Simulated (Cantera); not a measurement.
Charge: 1 mol MgO, 5.5 mol C, 1.7 mol CO, held at 34.0 mbar.

These are equilibrium values from Cantera (NASA tables, ideal gas, pure condensed phases), not measurements of a reactor. Candidate condensed phases: C, Mg, MgCO3, MgO; 15 gas species. The numbers say what is thermodynamically allowed, not how fast it happens.

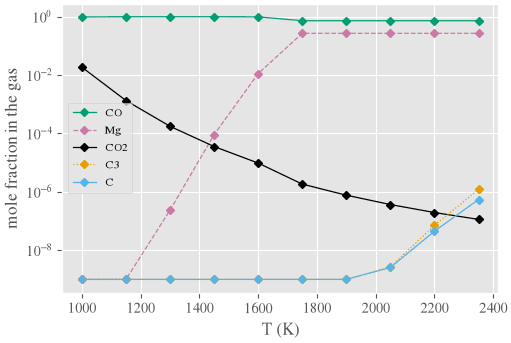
Fig. 1. Equilibrium gas composition (values under 1e-9 drawn at 1e-9)

From 1000 K to 1600 K the condensed part is C(graphite) + MgO(s). From 1750 K to 2350 K the condensed part is C(graphite).
